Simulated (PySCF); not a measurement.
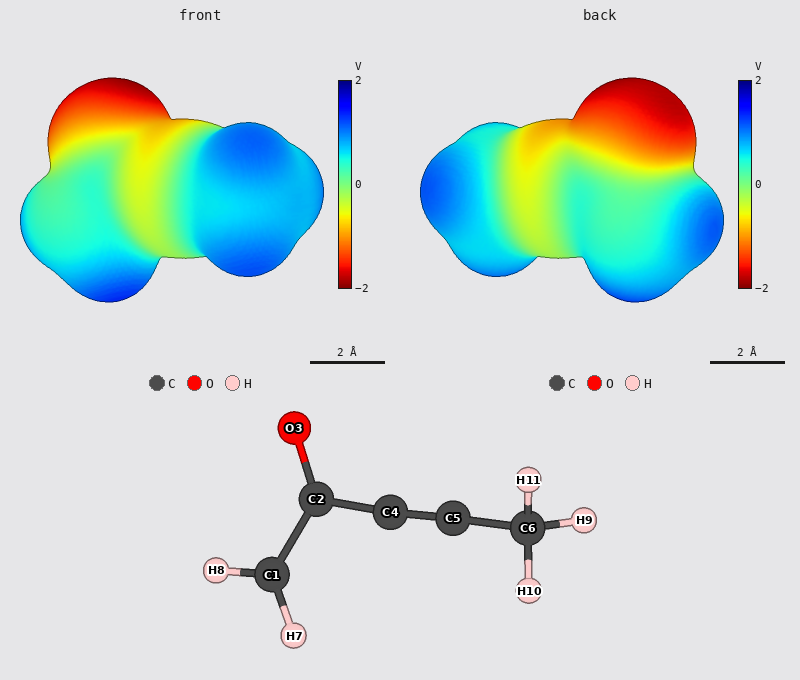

The picture shows: C5H5O (SMILES [CH2]C(=O)C#CC) (doublet). The electrostatic potential painted on the density surface at 0.002 e/bohr³, seen from the front and from behind; red is negative and blue positive. The bare structure is drawn below in the same view.

Geometry: GFN2-xTB.

All numbers below come from PySCF 2.14.0, density-fitted response routines, UKS B3LYP, pcH-1 on C H O, non-relativistic, mean-field spin-orbit, GIAO.

```xyz
11

C    -2.4865    0.1342    0.3351
C    -1.5010   -0.0486   -0.6734
O    -1.7686   -0.2048   -1.8670
C    -0.1430   -0.0400   -0.1919
C     1.0164   -0.0439    0.1356
C     2.3908   -0.0450    0.5679
H    -2.2127    0.2621    1.3670
H    -3.5275    0.1377    0.0613
H     2.7697   -1.0670    0.5707
H     2.4746    0.3689    1.5724
H     2.9932    0.5490   -0.1186
```

Where is the surface potential most negative and most positive?

Answer. The most negative region (about −1.9 V) lies over O3, the most positive (about +1.3 V) over H7. O3 is the likeliest acceptor of a hydrogen bond.
